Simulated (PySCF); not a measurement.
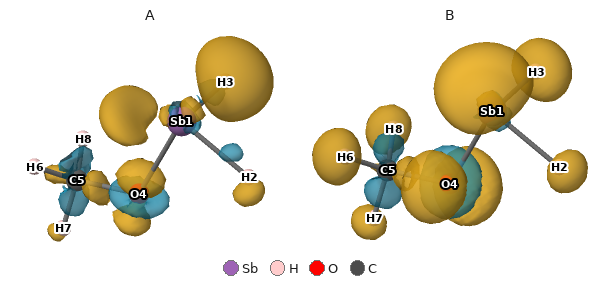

Figure. SbH2(OMe) (CH₅OSb). The two Fukui functions at ±0.03 e/Å³ (yellow positive, teal negative).

Level of theory: r2SCAN/def2-TZVP (PySCF), at a geometry from GFN2-xTB. Core potentials replace the inner electrons of Sb; spin–orbit coupling isn't included. No frequency check shows the geometry to be a minimum. GFN2-xTB bond lengths at metals and heavier atoms can be off by up to 0.1 Å and shapes distorted, which carries into these values.

Coordinates in Å:

```
Sb1     -0.5981    0.0628   -0.0386
H2      -1.0563   -1.5404    0.1813
H3      -0.6952    0.2900    1.6586
O4       1.2723   -0.6232    0.0166
C5       2.3500    0.2625    0.0006
H6       2.3491    0.9064   -0.8841
H7       3.2556   -0.3451   -0.0153
H8       2.3721    0.8962    0.8923
```

Q: Which panel is f⁻ (electron removed) and which f⁺ (electron added)?

A: A is f⁺, B is f⁻. f⁻ (Hirshfeld-condensed) is largest on Sb1 (0.36) and O4 (0.20); the vertical ionisation energy is 9.01 eV (the stability of the cation's solution wasn't checked). f⁺ (Hirshfeld-condensed) is largest on Sb1 (0.58); the vertical electron affinity is −0.41 eV (the stability of the anion's solution wasn't checked; negative, but this basis has no diffuse functions, so it doesn't show that the anion is unbound).

Q: What chemical potential and hardness follow from the two energies?

A: μ = −(I + A)/2 = −4.30 eV and η = I − A = 9.42 eV.
